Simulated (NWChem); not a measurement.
**LCCD/x2c-SVPall (DKH3) run of MgF2 (SMILES [F][Mg][F])**

What is the energy change on altering one bond length of MgF2 at LCCD/x2c-SVPall (DKH3)? 

Program for the calculation: NWChem 7.3.0.

2 further runs of the same task are left out: 1 that didn't finish, 1 set aside as unsound or not needed.

### Step 1. The system as given

MgF2 has 3 atoms, charge 0, and is taken as a singlet. SMILES: `[F][Mg][F]`. The coordinates come from a PBE0-D4/def2-TZVP relaxation.

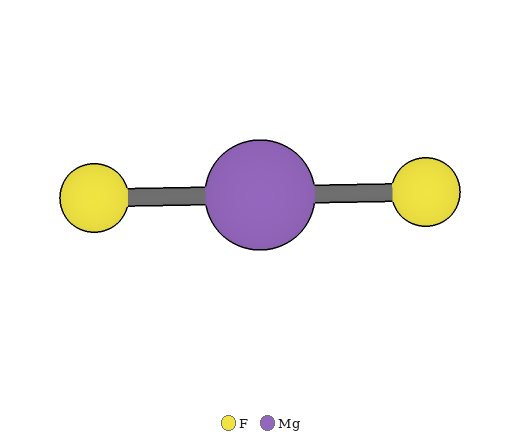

Viewed from a chosen angle; fluorine yellow, magnesium purple.

### Step 2. A single-point energy at LCCD/x2c-SVPall (DKH3)

File f2mg.nw:

```
start f2mg
memory total 2200 mb

geometry noautosym nocenter noautoz
  F       -1.414800       0.734800      -0.700800
  Mg      -0.003600      -0.021600      -0.004400
  F        1.407500      -0.778000       0.691900
end

basis spherical
  * library x2c-SVPall
end

relativistic
  douglas-kroll dk3
end

scf
  thresh 1e-06
  maxiter 60
  noprint "final vectors analysis"
end

tce
  scf
  lccd
  freeze core 3
  maxiter 100
end

task tce energy
```

On the command line:

```sh
$ nwchem f2mg.nw > f2mg.out
```

The log of the run:

```text
[...]
  functions       =    46
[...]
  wavefunction    = RHF
[...]
         Total SCF energy =   -398.856227715121
      One-electron energy =   -715.449788502905
      Two-electron energy =    238.851979645549
 Nuclear repulsion energy =     77.741581142235
        Time for solution =      3.0s
[...]
         Wavefunction type : Restricted Hartree-Fock
          No. of electrons :    30
[...]
         Spin multiplicity : singlet
[...]
```

Run time: 6.6 s. Hardware: 1 thread of Intel Xeon 6975P-C (Granite Rapids), shared host; peak memory 0.25 GiB.

### Step 3. The distorted shape at the same level

File f2mg.nw:

```
start f2mg
title "F2Mg energy"
memory 2200 mb

geometry units angstrom noautosym nocenter noautoz
  F     -1.555910     0.810440    -0.770430
  Mg    -0.144710     0.054040    -0.074030
  F      1.407500    -0.778000     0.691900
end

basis spherical
  * library x2c-SVPall
end

relativistic
  douglas-kroll dk3
end

scf
  thresh 1e-06
  maxiter 60
  print medium
end

tce
  scf
  lccd
  freeze core 3
  maxiter 100
end

task tce energy
```

On the command line:

```sh
$ nwchem f2mg.nw > f2mg.out
```

The log of the run:

```text
[...]
  functions       =    46
[...]
  wavefunction    = RHF
[...]
         Total SCF energy =   -398.845471700575
      One-electron energy =   -708.314534776801
      Two-electron energy =    235.287843023434
 Nuclear repulsion energy =     74.181220052792
        Time for solution =      3.1s
[...]
         Wavefunction type : Restricted Hartree-Fock
          No. of electrons :    30
[...]
         Spin multiplicity : singlet
[...]
```

Run time: 6.6 s. Hardware: 1 thread of Intel Xeon 6975P-C (Granite Rapids), shared host; peak memory 0.25 GiB.

### Step 4. Results

Level: LCCD/x2c-SVPall (DKH3), 3 core orbitals frozen.

| quantity | value |
| --- | --- |
| first shape: total energy | -399.27354 Eh |
| first shape: correlation energy (3 core orbitals frozen) | -417.3 mEh |
| distorted shape: total energy | -399.26529 Eh |
| distorted shape: HOMO energy (Hartree–Fock orbitals) | -14.74 eV |
| distorted shape: LUMO energy (Hartree–Fock orbitals) | 0.16 eV |
| distorted shape: HOMO–LUMO gap (Hartree–Fock orbitals) | 14.90 eV |
| distorted shape: correlation energy (3 core orbitals frozen) | -419.8 mEh |
| energy change with the Mg2–F3 bond stretched from 1.746 to 1.920 Å | 0.225 eV |

**Reading.** With the Mg2–F3 bond stretched from 1.746 to 1.920 Å the energy rises by 0.22 eV (5.2 kcal/mol). The first shape isn't relaxed at this level, so the change isn't measured from a minimum.
